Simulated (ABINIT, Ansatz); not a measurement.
## K2TaNbO6 (Fm-3m): changed settings of a GW run in ABINIT

A base run on K2TaNbO6 (Fm-3m), then changed inputs.

Main program and level: ABINIT 10.8.3; PBEsol and many-body steps on it, plane waves.

**1. The starting structure**

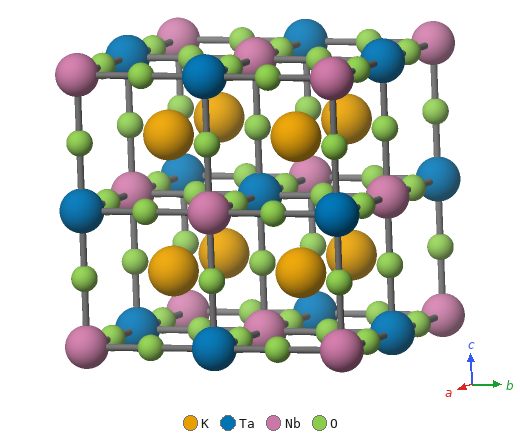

The starting structure, seen slightly off an axis (potassium orange, tantalum blue, niobium pink, oxygen green). This picture shows the conventional cell, with its axes. Some periodic images of atoms are drawn too.

The cell and positions are those that the Materials Project relaxed with its own functionals (PBE, PBE+U or r2SCAN), kept fixed. Spin-orbit coupling is left out unless a step names it.

**2. Screening, 2×2×2 mesh, 127 bands, screening to 114.3 eV**

This step: ABINIT 10.8.3; RPA screening on PBEsol, plane waves, norm-conserving pseudopotentials.

The RPA dielectric matrix is built and inverted for each q.

Input file run.abi:

```
acell 3*1.0 Angstrom
rprim 
  -0.000000000000 4.044428000000 4.044428000000
  4.044428000000 -0.000000000000 4.044428000000
  4.044428000000 4.044428000000 -0.000000000000
ntypat 4
znucl 19 73 41 8
natom 10
typat 1 1 2 3 4 4 4 4 4 4
xred 
  0.250000000000 0.250000000000 0.250000000000
  0.750000000000 0.750000000000 0.750000000000
  0.500000000000 0.500000000000 0.500000000000
  -0.000000000000 0.000000000000 -0.000000000000
  0.749028000000 0.250972000000 0.250972000000
  0.250972000000 0.749028000000 0.749028000000
  0.250972000000 0.749028000000 0.250972000000
  0.749028000000 0.250972000000 0.749028000000
  0.250972000000 0.250972000000 0.749028000000
  0.749028000000 0.749028000000 0.250972000000
pp_dirpath "pseudos"
pseudos "K.upf, Ta.upf, Nb.upf, O.upf"
ecut 37
ngkpt 2 2 2
nshiftk 1
shiftk 0 0 0
kptopt 1
chksymbreak 0
istwfk *1
occopt 1
irdwfk 1
optdriver 3
nband 127
ecuteps 4.2
inclvkb 2
awtr 1
symchi 1
indata_prefix "in"
outdata_prefix "out"
tmpdata_prefix "tmp"
```

Started as:

```
$ OMP_NUM_THREADS=1 mpirun -n 4 abinit run.abi > log
```

What it wrote:

```text
.Version 10.8.3 of ABINIT. v10.8.2 released Aug 2026.

 Symmetries : space group Fm -3 m (#225); Bravais cF (face-center cubic)
[... echo of the input left out ...]
== DATASET  1 ==================================================================
-   mpi_nproc: 4, omp_nthreads: 1 (-1 if OMP is not activated)

--- !DatasetInfo
iteration_state: {dtset: 1, }
dimensions: {natom: 10, nkpt: 3, mband: 127, nsppol: 1, nspinor: 1, nspden: 1, mpw: 9608, }
cutoff_energies: {ecut:  37.0, pawecutdg:  -1.0, }
electrons: {nelect:   8.00000000E+01, charge:   0.00000000E+00, occopt:   1.00000000E+00, tsmear:   1.00000000E-02, }

 SCREENING: Calculation of the susceptibility and dielectric matrices

 Based on a program developped by R.W. Godby, V. Olevano, G. Onida, and L. Reining.
 Incorporated in ABINIT by V. Olevano, G.-M. Rignanese, and M. Torrent.
.Using double precision arithmetic ; gwpc =  8

[... cell and pseudopotentials left out ...]
--------------------------------------------------------------------------------

 ==== K-mesh for the wavefunctions ====
 Number of points in the irreducible wedge :     3
[... list of points left out ...]
 Together with 48 symmetry operations and time-reversal symmetry
 yields     8 points in the full Brillouin Zone.

 ==== Q-mesh for the screening function ====
 Number of points in the irreducible wedge :     3
[... list of points left out ...]
 Together with 48 symmetry operations and time-reversal symmetry
 yields     8 points in the full Brillouin Zone.

 setmesh: FFT mesh size selected  =    40x   40x   40
          total number of points  =        64000

 vcoul_init : cutoff-mode = AUXILIARY_FUNCTION
 q-points for optical limit:   1
     1)      0.000010    0.000020    0.000030

- screening: taking advantage of time-reversal symmetry
- Maximum band index for partially occupied states nbvw = 40
- Remaining bands to be divided among processors   nbcw = 87
- Number of bands treated by each node ~21

 Number of electrons calculated from density =   80.0000; Expected =   80.0000
 average of density, n =  0.089597
 r_s =    1.3864
 omega_plasma =   28.8736 [eV]

 calculating chi0 at frequencies [eV] :
  1    0.000000E+00    0.000000E+00
  2    0.000000E+00    2.887365E+01

--------------------------------------------------------------------------------
  q-point number  1        q = ( 0.000000, 0.000000, 0.000000) [r.l.u.]
--------------------------------------------------------------------------------
[... chi0 elements left out ...]
 For q-point:  0.000010 0.000020 0.000030
  dielectric constant =   8.4347
  dielectric constant without local fields =   8.9306

  Average fulfillment of the sum rule on Im[epsilon] for q-point    1 :     46.91  [%]
[... wings left out ...]
  q-point number  2        q = ( 0.500000, 0.000000, 0.000000) [r.l.u.]
--------------------------------------------------------------------------------
[... chi0 elements left out ...]
  Average fulfillment of the sum rule on Im[epsilon] for q-point    2 :     54.49  [%]

 [... 1 further q-points ...]
```

The job ended after 49 s (4 MPI ranks of Intel Xeon Platinum 8488C (Sapphire Rapids), shared host; peak memory 2 GiB).

Numbers from this step:

| Quantity | Value |
| --- | --- |
| ε∞ with local fields, on this mesh, along the program's q direction | 8.435 |
| the same without local fields | 8.931 |
| plasma frequency | 28.87 eV |
| plane waves in the screening matrix | 339 |

Local fields lower ε∞ by 6 %. On a Γ-centred mesh this coarse the value itself is usually too large, while a short band sum pulls it down.

**3. Base**

The self-energy is evaluated for the states that the input lists, and the levels follow from it, in one-shot runs by the linearised quasiparticle equation.

This step: G0W0 on PBEsol, plane waves, norm-conserving pseudopotentials.

run.abi, as its differences from that of step 2:

```diff
@@ -31,8 +31,15 @@
 irdwfk 1
-optdriver 3
+optdriver 4
 nband 127
+gwcalctyp 0
+ecutsigx 37
+symsigma 1
+nkptgw 1
+kptgw 
+  0.0000000000 0.0000000000 0.0000000000
+bdgw 
+  38 43
 ecuteps 4.2
-inclvkb 2
-awtr 1
-symchi 1
+irdscr 1
+ppmodel 1
 indata_prefix "in"
```

What it wrote:

```text
.Version 10.8.3 of ABINIT. v10.8.2 released Aug 2026.

 Symmetries : space group Fm -3 m (#225); Bravais cF (face-center cubic)
[... echo of the input left out ...]
== DATASET  1 ==================================================================
-   mpi_nproc: 4, omp_nthreads: 1 (-1 if OMP is not activated)

--- !DatasetInfo
iteration_state: {dtset: 1, }
dimensions: {natom: 10, nkpt: 3, mband: 127, nsppol: 1, nspinor: 1, nspden: 1, mpw: 9608, }
cutoff_energies: {ecut:  37.0, pawecutdg:  -1.0, }
electrons: {nelect:   8.00000000E+01, charge:   0.00000000E+00, occopt:   1.00000000E+00, tsmear:   1.00000000E-02, }

 SIGMA: Calculation of the GW corrections

 Based on a program developped by R.W. Godby, V. Olevano, G. Onida, and L. Reining.
 Incorporated in ABINIT by V. Olevano, G.-M. Rignanese, and M. Torrent.
.Using double precision arithmetic ; gwpc =  8

[... cell and pseudopotentials left out ...]
--------------------------------------------------------------------------------

 ==== K-mesh for the wavefunctions ====
 Number of points in the irreducible wedge :     3
[... list of points left out ...]
 Together with 48 symmetry operations and time-reversal symmetry
 yields     8 points in the full Brillouin Zone.

 ==== Q-mesh for screening function ====
 Number of points in the irreducible wedge :     3
[... list of points left out ...]
 Together with 48 symmetry operations and time-reversal symmetry
 yields     8 points in the full Brillouin Zone.

 vcoul_init : cutoff-mode = AUXILIARY_FUNCTION
 q-points for optical limit:   1
     1)      0.000010    0.000020    0.000030
 setmesh: FFT mesh size selected  =    60x   60x   60
          total number of points  =       216000

 Number of electrons calculated from density =   80.0000; Expected =   80.0000
 average of density, n =  0.089597
 r_s =    1.3864
 omega_plasma =   28.8736 [eV]

 === KS Band Gaps ===
  >>>> For spin  1
   Minimum direct gap =   1.6976 [eV], located at k-point      :   0.0000  0.0000  0.0000
   Fundamental gap    =   1.6976 [eV], Top of valence bands at :   0.0000  0.0000  0.0000
                                       Bottom of conduction at :   0.0000  0.0000  0.0000
 SIGMA fundamental parameters:
 PLASMON POLE MODEL  1
 number of plane-waves for SigmaX                 9577
 number of plane-waves for SigmaC and W            339
 number of plane-waves for wavefunctions          9577
 number of bands                                   127
 number of independent spin polarizations            1
 number of spinorial components                      1
 number of k-points in IBZ                           3
 number of q-points in IBZ                           3
 number of symmetry operations                      48
 number of k-points in BZ                            8
 number of q-points in BZ                            8
 number of frequencies for dSigma/dE                 9
 frequency step for dSigma/dE [eV]                0.25
 number of omega for Sigma on real axis              0
 max omega for Sigma on real axis  [eV]           0.00
 zcut for avoiding poles [eV]                     0.10

 EPSILON^-1 parameters (SCR file):
 dimension of the eps^-1 matrix on file            339
 dimension of the eps^-1 matrix used               339
 number of plane-waves for wavefunctions          9577
 number of bands                                   127
 number of q-points in IBZ                           3
 number of frequencies                               2
 number of real frequencies                          1
 number of imag frequencies                          1

 matrix elements of self-energy operator (all in [eV])

 Perturbative Calculation

--- !SelfEnergy_ee
iteration_state: {dtset: 1, }
kpoint     : [   0.000,    0.000,    0.000, ]
spin       : 1
KS_gap     :    1.698
QP_gap     :    3.032
Delta_QP_KS:    1.334
data: !SigmaeeData |
     Band     E0 <VxcDFT>   SigX SigC(E0)      Z dSigC/dE  Sig(E)    E-E0       E
       38   5.219 -19.860 -24.589   5.232   0.766  -0.305 -19.475   0.385   5.604
       39   5.219 -19.860 -24.589   5.232   0.766  -0.305 -19.475   0.385   5.604
       40   5.219 -19.860 -24.589   5.232   0.766  -0.305 -19.475   0.385   5.604
       41   6.917 -15.369  -9.559  -3.707   0.818  -0.223 -13.649   1.719   8.636
       42   6.917 -15.369  -9.559  -3.707   0.818  -0.223 -13.649   1.719   8.636
       43   6.917 -15.369  -9.559  -3.707   0.818  -0.223 -13.649   1.719   8.636

== END DATASET(S) ==============================================================
================================================================================

 -outvars: echo values of variables after computation  --------
           etotal      0.0000000000E+00
            nband         127
             nkpt           3
          spgroup         225
 [... the other variables as echoed above ...]

 Calculation completed.
```

Run time: 8.5 s. Hardware: 4 MPI ranks; peak memory 1.2 GiB.

Numbers from this step:

| Item | Value |
| --- | --- |
| G0W0 gap on the points computed | 3.032 eV |
| starting gap on the mesh | 1.698 eV |
| k of the valence top | 0, 0, 0 |
| k of the conduction bottom | 0, 0, 0 |
| Z at the valence top | 0.766 |
| Z at the conduction bottom | 0.818 |
| least direct G0W0 gap on the computed points | 3.032 eV |

The gap on the mesh goes from 1.70 eV to 3.03 eV, a correction of +1.33 eV.

**4. No symmetry in the self-energy**

run.abi, as its differences from that of step 3:

```diff
@@ -35,3 +35,3 @@
 ecutsigx 37
-symsigma 1
+symsigma 0
 nkptgw 1
```

What it wrote:

```text
.Version 10.8.3 of ABINIT. v10.8.2 released Aug 2026.

 Symmetries : space group Fm -3 m (#225); Bravais cF (face-center cubic)
[... echo of the input left out ...]
== DATASET  1 ==================================================================
-   mpi_nproc: 4, omp_nthreads: 1 (-1 if OMP is not activated)

--- !DatasetInfo
iteration_state: {dtset: 1, }
dimensions: {natom: 10, nkpt: 3, mband: 127, nsppol: 1, nspinor: 1, nspden: 1, mpw: 9608, }
cutoff_energies: {ecut:  37.0, pawecutdg:  -1.0, }
electrons: {nelect:   8.00000000E+01, charge:   0.00000000E+00, occopt:   1.00000000E+00, tsmear:   1.00000000E-02, }

 SIGMA: Calculation of the GW corrections

 Based on a program developped by R.W. Godby, V. Olevano, G. Onida, and L. Reining.
 Incorporated in ABINIT by V. Olevano, G.-M. Rignanese, and M. Torrent.
.Using double precision arithmetic ; gwpc =  8

[... cell and pseudopotentials left out ...]
--------------------------------------------------------------------------------

 ==== K-mesh for the wavefunctions ====
 Number of points in the irreducible wedge :     3
[... list of points left out ...]
 Together with 48 symmetry operations and time-reversal symmetry
 yields     8 points in the full Brillouin Zone.

 ==== Q-mesh for screening function ====
 Number of points in the irreducible wedge :     3
[... list of points left out ...]
 Together with 48 symmetry operations and time-reversal symmetry
 yields     8 points in the full Brillouin Zone.

 vcoul_init : cutoff-mode = AUXILIARY_FUNCTION
 q-points for optical limit:   1
     1)      0.000010    0.000020    0.000030
 setmesh: FFT mesh size selected  =    60x   60x   60
          total number of points  =       216000

 Number of electrons calculated from density =   80.0000; Expected =   80.0000
[...]
number of k-points in BZ                            8
 number of q-points in BZ                            8
 number of frequencies for dSigma/dE                 9
 frequency step for dSigma/dE [eV]                0.25
 number of omega for Sigma on real axis              0
 max omega for Sigma on real axis  [eV]           0.00
 zcut for avoiding poles [eV]                     0.10

 EPSILON^-1 parameters (SCR file):
 dimension of the eps^-1 matrix on file            339
 dimension of the eps^-1 matrix used               339
 number of plane-waves for wavefunctions          9577
 number of bands                                   127
 number of q-points in IBZ                           3
 number of frequencies                               2
 number of real frequencies                          1
 number of imag frequencies                          1

 matrix elements of self-energy operator (all in [eV])

 Perturbative Calculation

--- !SelfEnergy_ee
iteration_state: {dtset: 1, }
kpoint     : [   0.000,    0.000,    0.000, ]
spin       : 1
KS_gap     :    1.698
QP_gap     :    3.031
Delta_QP_KS:    1.333
data: !SigmaeeData |
     Band     E0 <VxcDFT>   SigX SigC(E0)      Z dSigC/dE  Sig(E)    E-E0       E
       38   5.219 -19.860 -24.589   5.232   0.766  -0.305 -19.475   0.385   5.604
       39   5.219 -19.860 -24.589   5.233   0.766  -0.305 -19.474   0.385   5.605
       40   5.219 -19.860 -24.589   5.232   0.766  -0.305 -19.475   0.385   5.604
       41   6.917 -15.369  -9.559  -3.708   0.818  -0.223 -13.650   1.718   8.635
       42   6.917 -15.369  -9.559  -3.705   0.818  -0.223 -13.648   1.720   8.637
       43   6.917 -15.369  -9.559  -3.706   0.818  -0.223 -13.649   1.720   8.636

== END DATASET(S) ==============================================================
================================================================================

 -outvars: echo values of variables after computation  --------
           etotal      0.0000000000E+00
            nband         127
             nkpt           3
          spgroup         225
 [... the other variables as echoed above ...]

 Calculation completed.
```

The job ended after 14 s (4 MPI ranks; peak memory 1.4 GiB; 56 s of CPU time).

Numbers from this step:

| Quantity | Value |
| --- | --- |
| G0W0 gap on the points computed | 3.030 eV |
| starting gap on the mesh | 1.698 eV |
| k of the valence top | 0, 0, 0 |
| k of the conduction bottom | 0, 0, 0 |
| Z at the valence top | 0.766 |
| Z at the conduction bottom | 0.818 |
| least direct G0W0 gap on the computed points | 3.030 eV |

Against G0W0 in ABINIT (2×2×2 mesh, 127 bands, screening to 114.3 eV, Godby-Needs plasmon pole), the gap moves by −0.002 eV.

**5. Screening cutoff above the file's**

run.abi, as its differences from that of step 4:

```diff
@@ -35,3 +35,3 @@
 ecutsigx 37
-symsigma 0
+symsigma 1
 nkptgw 1
@@ -41,3 +41,3 @@
   38 43
-ecuteps 4.2
+ecuteps 16.8
 irdscr 1
```

What it wrote:

```text
.Version 10.8.3 of ABINIT. v10.8.2 released Aug 2026.

 Symmetries : space group Fm -3 m (#225); Bravais cF (face-center cubic)
[... echo of the input left out ...]
== DATASET  1 ==================================================================
-   mpi_nproc: 4, omp_nthreads: 1 (-1 if OMP is not activated)

--- !DatasetInfo
iteration_state: {dtset: 1, }
dimensions: {natom: 10, nkpt: 3, mband: 127, nsppol: 1, nspinor: 1, nspden: 1, mpw: 9608, }
cutoff_energies: {ecut:  37.0, pawecutdg:  -1.0, }
electrons: {nelect:   8.00000000E+01, charge:   0.00000000E+00, occopt:   1.00000000E+00, tsmear:   1.00000000E-02, }

 SIGMA: Calculation of the GW corrections

 Based on a program developped by R.W. Godby, V. Olevano, G. Onida, and L. Reining.
 Incorporated in ABINIT by V. Olevano, G.-M. Rignanese, and M. Torrent.
.Using double precision arithmetic ; gwpc =  8

[... cell and pseudopotentials left out ...]
--------------------------------------------------------------------------------

 ==== K-mesh for the wavefunctions ====
 Number of points in the irreducible wedge :     3
[... list of points left out ...]
 Together with 48 symmetry operations and time-reversal symmetry
 yields     8 points in the full Brillouin Zone.

 ==== Q-mesh for screening function ====
 Number of points in the irreducible wedge :     3
[... list of points left out ...]
 Together with 48 symmetry operations and time-reversal symmetry
 yields     8 points in the full Brillouin Zone.

 vcoul_init : cutoff-mode = AUXILIARY_FUNCTION
 q-points for optical limit:   1
     1)      0.000010    0.000020    0.000030
 setmesh: FFT mesh size selected  =    60x   60x   60
          total number of points  =       216000

 Number of electrons calculated from density =   80.0000; Expected =   80.0000
[...]
number of k-points in BZ                            8
 number of q-points in BZ                            8
 number of frequencies for dSigma/dE                 9
 frequency step for dSigma/dE [eV]                0.25
 number of omega for Sigma on real axis              0
 max omega for Sigma on real axis  [eV]           0.00
 zcut for avoiding poles [eV]                     0.10

 EPSILON^-1 parameters (SCR file):
 dimension of the eps^-1 matrix on file            339
 dimension of the eps^-1 matrix used               339
 number of plane-waves for wavefunctions          9577
 number of bands                                   127
 number of q-points in IBZ                           3
 number of frequencies                               2
 number of real frequencies                          1
 number of imag frequencies                          1

 matrix elements of self-energy operator (all in [eV])

 Perturbative Calculation

--- !SelfEnergy_ee
iteration_state: {dtset: 1, }
kpoint     : [   0.000,    0.000,    0.000, ]
spin       : 1
KS_gap     :    1.698
QP_gap     :    3.032
Delta_QP_KS:    1.334
data: !SigmaeeData |
     Band     E0 <VxcDFT>   SigX SigC(E0)      Z dSigC/dE  Sig(E)    E-E0       E
       38   5.219 -19.860 -24.589   5.232   0.766  -0.305 -19.475   0.385   5.604
       39   5.219 -19.860 -24.589   5.232   0.766  -0.305 -19.475   0.385   5.604
       40   5.219 -19.860 -24.589   5.232   0.766  -0.305 -19.475   0.385   5.604
       41   6.917 -15.369  -9.559  -3.707   0.818  -0.223 -13.649   1.719   8.636
       42   6.917 -15.369  -9.559  -3.707   0.818  -0.223 -13.649   1.719   8.636
       43   6.917 -15.369  -9.559  -3.707   0.818  -0.223 -13.649   1.719   8.636

== END DATASET(S) ==============================================================
================================================================================

 -outvars: echo values of variables after computation  --------
           etotal      0.0000000000E+00
            nband         127
             nkpt           3
          spgroup         225
 [... the other variables as echoed above ...]

 Calculation completed.
```

Elapsed: 8.2 s, on 4 MPI ranks; peak memory 1.2 GiB.

The run ended normally, though the input holds a fault or crude settings.

The fault put into this input: screening cutoff above the file's. It printed a gap of 3.03 eV, the value of the sound run: the program fell back on what its files hold, so an unchanged gap is no proof of convergence.

**6. The runs together**

Times are wall times on 4 MPI ranks of Intel Xeon Platinum 8488C (Sapphire Rapids), shared host, good to a factor of about two. A run's time includes the screening step that it read.

```csv
run,mesh,bands,screening cutoff (eV),DFT gap (eV),gap on the mesh (eV),direct (eV),ε∞ used,time
base,2×2×2,127,114.3,1.698,3.032,3.032,8.43,57 s
no symmetry in the self-energy,2×2×2,127,114.3,1.698,3.030,3.030,8.43,63 s
```

**7. What came out**

```yaml
base: 3.032 eV
no_symmetry_in_the_self_energy: 3.030 eV
known_limits: not at the basis limit; no spin-orbit coupling; coarse k mesh
```

No symmetry in the self-energy: −0.002 eV against base (keys changed: symsigma). Bands and cutoff are finite, so the gap is not at the basis limit. The miss can reach some tenths of an eV and take either sign; the mesh is an error of its own. In the G0W0 runs levels were corrected at 1 k point alone, so a gap called «on the mesh» is the least over those, and an edge elsewhere would be missed. The 2×2×2 mesh is coarse for this cell, which bears on the long-range parts of exchange and screening. The many-body steps are scalar-relativistic: spin-orbit coupling is not in them.

[Paths, hosts, dates, memory and timing lines, banners, echoed tables and standing remarks are left out of the program output.]

[Logs are printed without paths, hosts, clocks, repeated set-up lines and the standing remarks that a program may print on its own settings, such as how far it seeks lower states.]

[Runs of the session that timed out or met a known fault of the program may be left out.]

[Hosts, paths, dates, database ids (printed as entryN), source tags and the programs' standing remarks are cut or masked in the printed files.]

[G0W0 gaps are taken among the corrected bands and points alone; a level outside them can change the order at an edge.]

[Where Ansatz stands beside ABINIT at settings called matched, ABINIT's density can come from a denser mesh and the files from another edition; pairs whose starting gaps differed by over 0.03 eV were left out, so agreement reads better than it is.]
